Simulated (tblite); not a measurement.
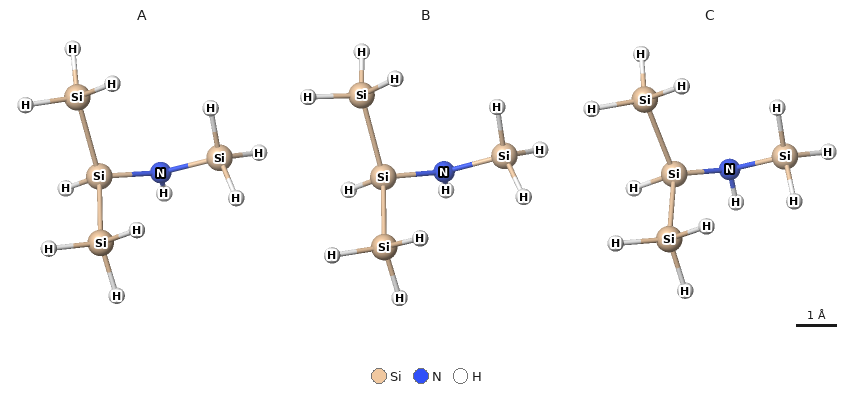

3 geometries from one relaxation of Si4NH11, in shuffled order. The picture is a ball-and-stick view, seen at a tilt.

Computed with GFN2-xTB geometry optimisation, gas phase (tblite 0.8.0). 

Question: Put them in the order of the run, from the start to the converged end.

Answer: C, A, B. They are steps 0, 18, 75, at +0.476 eV, +0.033 eV relative to the last. The atom that moves furthest after the best rigid fit is an H atom (0.36 Å). Largest moves by element: H 0.36 Å, N 0.28 Å, Si 0.26 Å. Among the contacts that change: N–Si 1.685 → 1.753 Å, H–Si 1.496 → 1.467 Å, N–Si 1.704 → 1.727 Å, Si–Si 2.335 → 2.318 Å. Among the angles between lasting bonds that change: Si–Si–Si 102.7° → 117.3°, Si–N–Si 115.0° → 128.9°, N–Si–Si 118.2° → 108.1°. The energy falls by 0.476 eV in 75 geometry steps. Cost: 0.64 s on 1 thread of Arm Neoverse V1, with other jobs on the host.
